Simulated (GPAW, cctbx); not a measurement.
# How far are the atoms of CuSb2 from free atoms?

Question: by how much does bonding change the X-ray structure factors of CuSb2, and what does a routine refinement make of it?

The start was made by putting kin elements into a known structure type; the compound need not exist, or be stable, in this form. All numbers below are calculated.

## Step 1: Relax the structure

The density hangs on the geometry, so cell and atoms are relaxed first, with the symmetry held. The cutoff is set higher than for the density because stress converges slowly with plane waves.

Settings: GPAW 26.7.0, PBE, 570 eV, 5×5×5 k-points, Fermi–Dirac width 0.1 eV, BFGS to 0.03 eV/Å.

```text
cell
1.0
     0.000000000    3.292000000    3.292000000
     3.292000000    0.000000000    3.292000000
     3.292000000    3.292000000    0.000000000
Sb Cu
2 1
Direct
0.750000000 0.750000000 0.750000000
0.250000000 0.250000000 0.250000000
0.000000000 0.000000000 0.000000000
```

```console
$ OMP_NUM_THREADS=1 mpirun -n 4 gpaw python run.py > gpaw.log
```

```text
BFGS:    0      -12.077142        0.079726
BFGS:    1      -12.077446        0.068840
BFGS:    2      -12.078336        0.003070
cell  4.6686 4.6686 4.6686  60.00 60.00 60.00
volume 71.950 A^3, largest force 0.000 eV/A, largest stress 0.02 GPa
```

After 2 steps the volume has changed by +0.8 % and the energy by -0.001 eV; the largest stress left is 0.02 GPa. It took 15 s on 4 cores of Intel(R) Xeon(R) Platinum 8488C (Sapphire Rapids) (shared host), peak memory 0.75 GiB.

Relaxed structure: Fm-3m (no. 225), a = 6.6023 Å, b = 6.6023 Å, c = 6.6023 Å, α = 90.00°, β = 90.00°, γ = 90.00°.

| atom | mult. | x | y | z |
| --- | --- | --- | --- | --- |
| Sb1 | 8 | 1/4 | 1/4 | 3/4 |
| Cu1 | 4 | 0 | 0 | 0 |

## Step 2: The all-electron density

X-rays see the whole electron density, so the PAW density is rebuilt with its core regions. Subtracting spherical free atoms from the same code cancels the cores and leaves the deformation density Δρ, the part due to bonding.

Settings: PBE, 450 eV, 6×6×6 k-points, Fermi–Dirac width 0.1 eV; primitive cell of 3 atoms.

```console
$ OMP_NUM_THREADS=1 mpirun -n 4 gpaw python run.py > gpaw.log
```

```text
|iter:   1|       0s |  -13.159175 | +0.53 |       |
|iter:   2|       1s |  -12.326268 | -1.41 | -1.23 |
|iter:   3|       1s |  -12.048953 | -1.84 | -1.43 |
...
|iter:   8|       4s |  -11.990542c| -5.49 | -3.45 |
|iter:   9|       4s |  -11.990560c| -6.14 | -3.85 |
|iter:  10|       5s |  -11.990557c| -7.48c| -4.37c|
```

```text
grid (48, 48, 48)  electrons 131.000  moved by bonding 0.504 e
deformation density beyond 0.5 A of the nuclei: max 0.037, min -0.124 e/A^3
atom        x       y       z   Voronoi charge  moment
Sb1    0.7500  0.7500  0.7500      0.030       0.00
Sb2    0.2500  0.2500  0.2500      0.030       0.00
Cu3    0.0000  0.0000  0.0000     -0.060       0.00
mean inner potential of superposed free atoms 18.330 V
total magnetic moment 0.000 muB
```

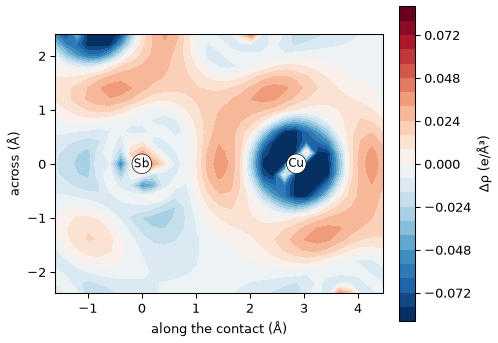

Deformation density in a plane through the shortest contact of the Sb atom at the origin; red gains electrons, blue loses them.

Cu gains most (-0.06 e) and Sb loses most (+0.03 e), which isn't the order of electronegativity: valence and coordination count too, and Voronoi cells cut space at the midplane whatever the atoms' sizes. Such charges fall far short of formal ones, since overlapping free atoms already put density on their neighbours. Along the shortest contact from the Sb atom at the map's origin, Sb–Cu at 2.86 Å, Δρ is +0.04 e/Å³ at the midpoint: little piles up between the atoms. At the midpoints of other shortest contacts it is +0.02 (Sb–Sb, 3.30 Å) e/Å³. Point values carry grid noise of about 0.01 e/Å³. The run needed 10 iterations, 12 s.

## Step 3: From the density to structure factors

The Fourier components of Δρ, added to those of the free atoms, give the static X-ray structure factors; the Mott–Bethe relation turns them into the Fourier components V of the potential that fast electrons feel.

```text
static structure factors of the conventional cell: F in electrons, V (Mott-Bethe) in volts
   h  k  l      d  |F| table  |F| free   |F| DFT   change   |V| free  |V| DFT  change %
   1  1  1  3.8118   104.127   103.846   103.888    0.042     2.813    2.803     -0.3
   0  2  0  3.3012   250.473   250.996   251.418    0.422     7.117    7.043     -1.0
   0  2  2  2.3343   413.015   412.450   411.445   -1.005     9.680    9.767      0.9
   1  3  1  1.9907    86.614    85.954    85.091   -0.863     1.896    1.951      2.9
   2  2  2  1.9059   214.445   215.065   215.362    0.298     4.451    4.434     -0.4
   0  4  0  1.6506   361.607   360.959   360.720   -0.239     7.074    7.085      0.1
   1  3  3  1.5147    75.243    74.811    74.726   -0.086     1.505    1.508      0.2
   0  4  2  1.4763   194.410   194.648   194.994    0.346     3.379    3.367     -0.4
   2  4  2  1.3477   326.085   325.650   325.632   -0.019     5.738    5.738      0.0
   3  3  3  1.2706    66.832    66.638    66.566   -0.072     1.269    1.271      0.1
   1  5  1  1.2706    66.832    66.638    66.545   -0.093     1.269    1.272      0.2
   0  4  4  1.1671   298.917   298.759   298.807    0.047     4.887    4.886     -0.0
   1  5  3  1.1160    60.344    60.287    60.291    0.004     1.105    1.105     -0.0
   2  4  4  1.1004   168.260   168.322   168.363    0.041     2.385    2.384     -0.0
```

The largest X-ray change is -1.00 e on 022, 0.2 % of |F|. For electrons V goes as (Z − F)/g², so a change of F counts against Z − F, which is small at low angle and wherever the atoms' terms cancel: |V| of 131 moves by +2.9 % (1.90 to 1.95 V) against -1.0 % in |F|. The tabulated Hartree–Fock atoms differ from the free DFT atoms by up to 0.66 e, so the choice of reference atom matters too.

## Step 4: What a spherical-atom refinement makes of it

Routine crystallography fits spherical atoms. To see the bias, intensities are simulated from tabulated atoms plus the DFT change ΔF, so that bonding alone can misfit (4692 reflections of the full sphere, merged to the counts below, to 0.4 Å, 1.5 % proportional noise plus counting noise, assumed isotropic U as listed, Δρ smeared by the mean U) and refined with cctbx over different ranges.

| range | data | R1 | GooF | U Sb1 (true 0.0077) | U Cu1 (true 0.0095) | largest shift (Å) | Δρ max, min (e/Å³) |
| --- | --- | --- | --- | --- | --- | --- | --- |
| all data | 157 | 0.0028 | 0.97 | 0.0077 | 0.0095 | 0.0000 | 0.14, -0.21 |
| low resolution, d > 0.84 | 25 | 0.0021 | 1.09 | 0.0076 | 0.0094 | 0.0000 | 0.10, -0.10 |
| high order, d < 0.75 | 123 | 0.0031 | 0.94 | 0.0077 | 0.0095 | 0.0000 | 0.13, -0.16 |
| occupancies free, d > 0.7 | 39 | 0.0021 | 1.01 | 0.0077 | 0.0094 | 0.0000 | 0.11, -0.11 |

With all data GooF is 0.97, so at this noise the bonding hardly shows; the top residual peak, near noise level, lies 2.53 Å from Sb and 2.53 Å from Sb. No U is off by more than 3 s.u. at low resolution. Symmetry fixes every coordinate, so the shifts are zero by construction. With Sb1 held at 1 and the scale free, the other occupancies refine to Cu1 0.996(0.002), within three s.u. of full.

## Step 5: Answer

Bonding moves 0.50 e in the primitive cell of CuSb2 and changes the structure factors of the conventional cell in the table above by at most 1.00 e (022, 0.2 %), and among reflections above 2 % of the strongest by up to 1.0 % (131). The shortest bond, Sb–Cu, has Δρ = +0.04 e/Å³ at its midpoint. With all data GooF is 0.97, so at this noise the bonding hardly shows. Limits: static density, frozen cores, no spin–orbit coupling.

[Outputs are excerpts: Python notices, other lines and further rows are left out; steps that failed or that the build refused (PBEsol, TPSS) are not shown.]

[Logs are printed without paths, hosts, clocks, repeated set-up lines and the standing remarks that a program may print on its own settings, such as how far it seeks lower states.]
